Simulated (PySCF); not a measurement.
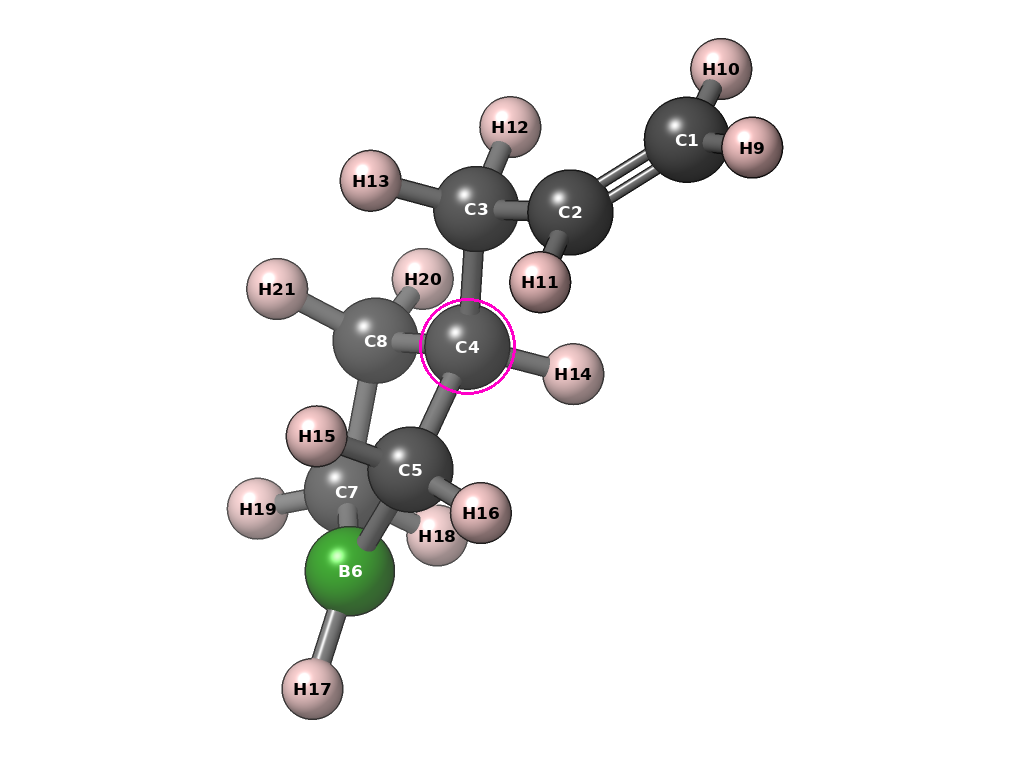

Atoms fade into the background with distance from the viewer. Circles mark the stereogenic atoms. The geometry was computed by an optimisation with PBE0-D3(BJ)/def2-SVP. No frequency run is at hand to confirm it as a minimum.

**What are the Cahn–Ingold–Prelog descriptors?**

C4: S (priorities C3 > C8 > C5 > H14).
